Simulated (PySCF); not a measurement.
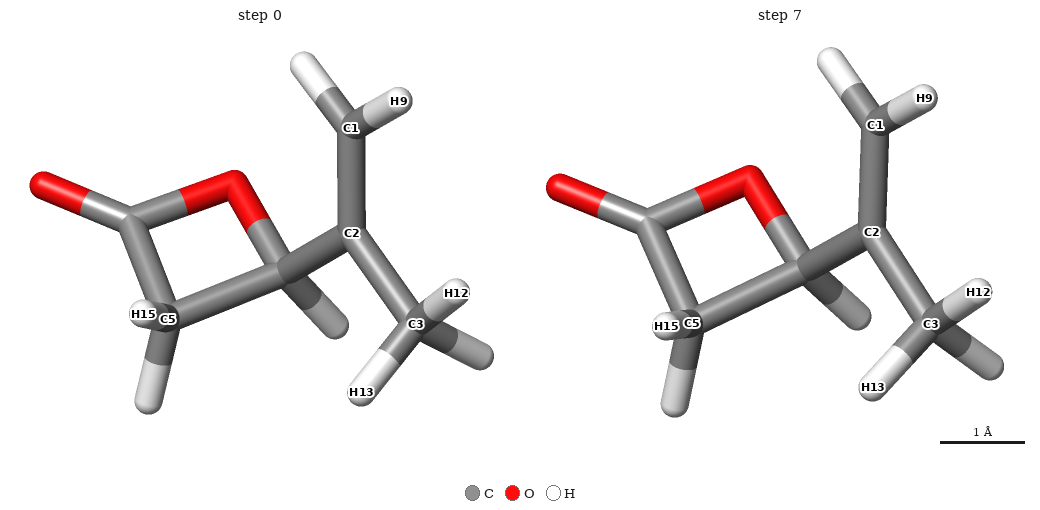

The structure of C6H8O2 before (left) and after (right) a relaxation, at one scale.

Style: stick. Shown at a tilt.

The start comes from GFN2-xTB.

The calculation used PBE0-D3(BJ)/def2-SVP geometry optimisation, gas phase in PySCF. 

Summarise the run.

The largest move after the best rigid fit is that of an H atom, 0.18 Å. By element the largest moves are H 0.18 Å, O 0.10 Å, C 0.08 Å. Among the contacts that change: C–H 1.076 → 1.093 Å, C–C 1.322 → 1.335 Å, C–O 1.353 → 1.361 Å, C–C 1.502 → 1.496 Å. Over 7 geometry steps the energy falls by 4.72 kJ/mol. Largest force component: 0.8 eV/Å at the start, 0.019 eV/Å at the end. The run took roughly 100 core-seconds on a shared host.
